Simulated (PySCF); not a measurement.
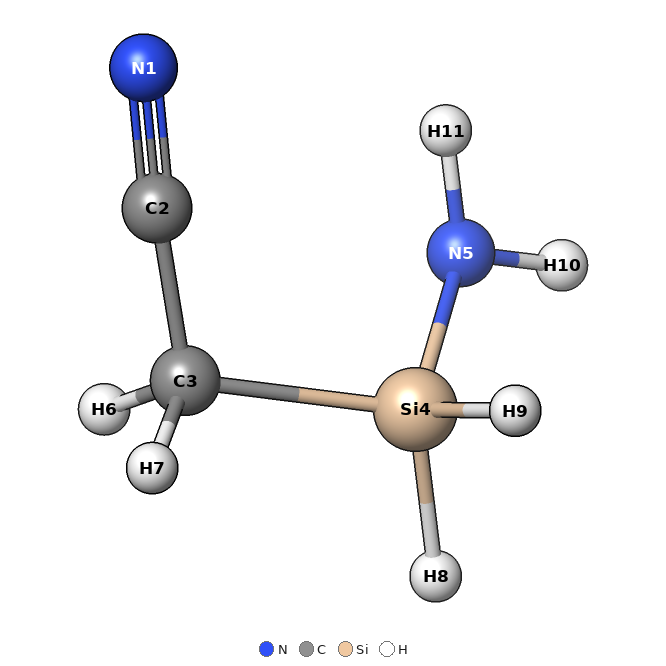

Computed geometry: PBE0-D3(BJ)/def2-SVP optimisation. No frequency run is at hand to confirm it as a minimum. Properties computed with delta-SCF UKS SCAN, pcX-2 on the ionised atom, pcseg-1 elsewhere, spin-free X2C (PySCF 2.14.0).

Give the core-electron binding energies (to vacuum; p and d levels without spin–orbit splitting) of N1 1s, C2 1s, C3 1s, Si4 1s, Si4 2p, N5 1s.

```csv
atom,level,binding energy (eV)
N1,1s,404.8
C2,1s,292.3
C3,1s,291.8
Si4,1s,1847.3
Si4,2p,107.7
N5,1s,405.1
```
